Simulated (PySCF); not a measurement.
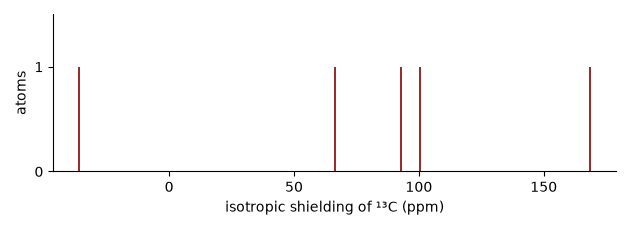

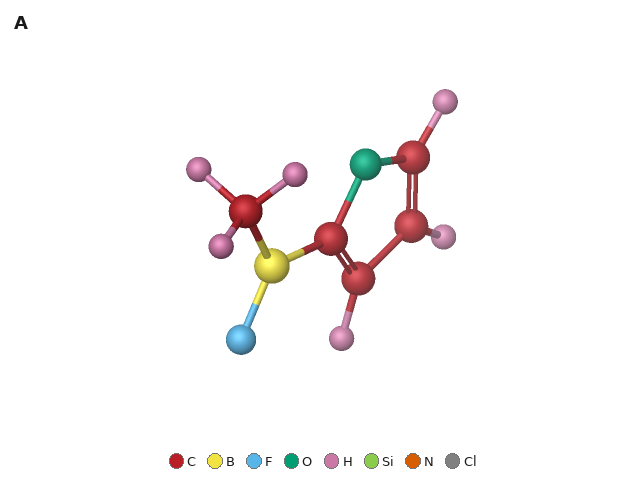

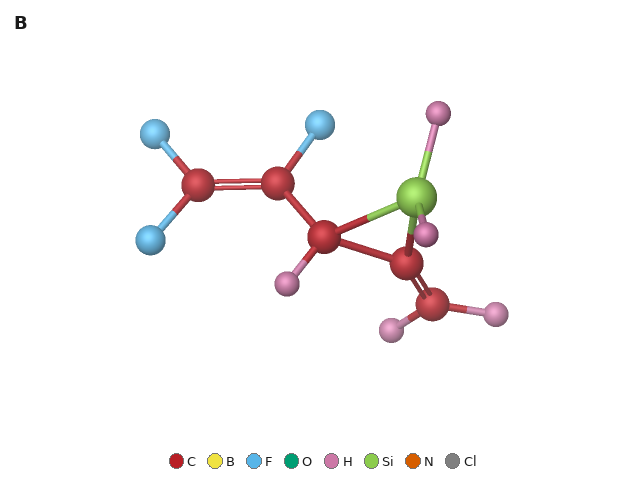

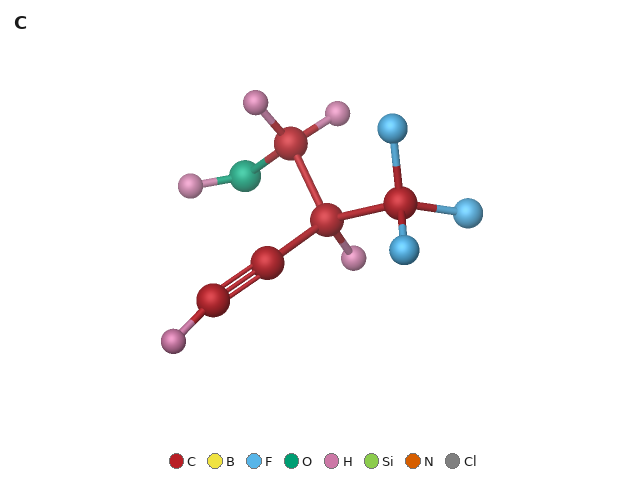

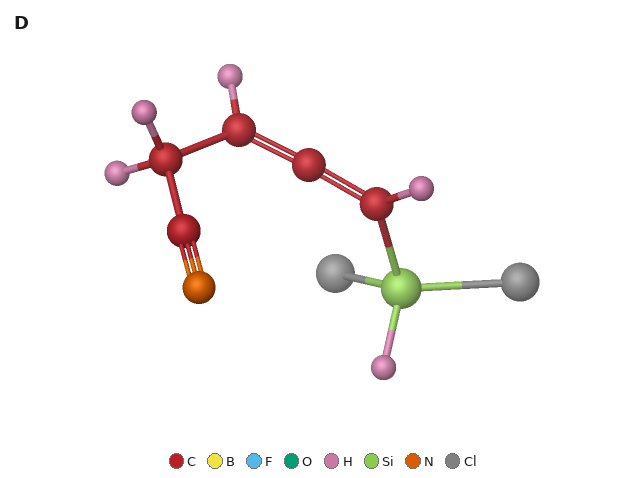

The sticks are computed shieldings of one of the molecules, for one fixed geometry (GFN2-xTB) without averaging over rotations. Low shielding means a high chemical shift. Method: GIAO PBE0/pcSseg-1 NMR shielding, non-relativistic, gas phase (PySCF 2.14.0).

Match the spectrum to a structure.

Answer. D, `N#CCC=C=C[SiH](Cl)Cl`. Its 5 C atoms give lines at −36.2, 66.5, 93.0, 100.3, 168.6 ppm.

The geometry is semi-empirical. Around B, Si such bond lengths and angles can be off by a tenth of an ångström or more and by several degrees, and values that hang on the shape move with them.
